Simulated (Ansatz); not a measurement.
Partial pair distribution functions of a relaxed model of amorphous Si15Al24O66, broadened by 0.06 Å; density 2.66 g/cm³. Calculation: PBE, scalar-relativistic without spin-orbit coupling (plane waves to 420 eV, PAW; Ansatz, a first-principles code).

A CHGNet melt-quench gave the starting glass, which DFT then relaxed. O atoms were pushed apart under 1.9 Å during the dynamics, to hinder bonds among them. The hot cell started wider than the set density and was brought back towards it in steps. It is the lowest in DFT energy of 2 quenches. It is a model cell: composition and starting density were chosen by hand, and all elements were melted together. No dispersion term was used. Its density started from a set value of 2.74 and ended at 2.66 g/cm³. The simulated quench (nominally 280 K/ps over its main leg) is rapid and tends to freeze in more defects than a deposited or slowly cooled glass has. One small periodic cell is one sample of the glass; other quenches scatter about these values. The volume was free in the relaxation, at fixed shape. Stress components on the final sampling reach 1.1 GPa.

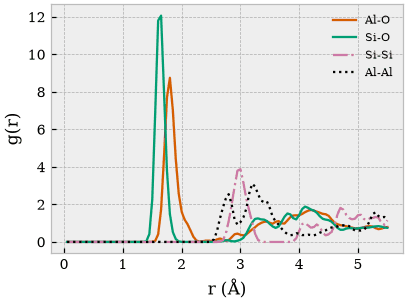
Partial pair distribution functions

Highest peaks under 4.5 Å: Al-O near 1.80 Å, Si-O near 1.65 Å, Si-Si near 3.00 Å, Al-Al near 3.20 Å; pairs of few atoms are noisy.

Within 2.28 Å each Al has 4.42 O neighbours on average.
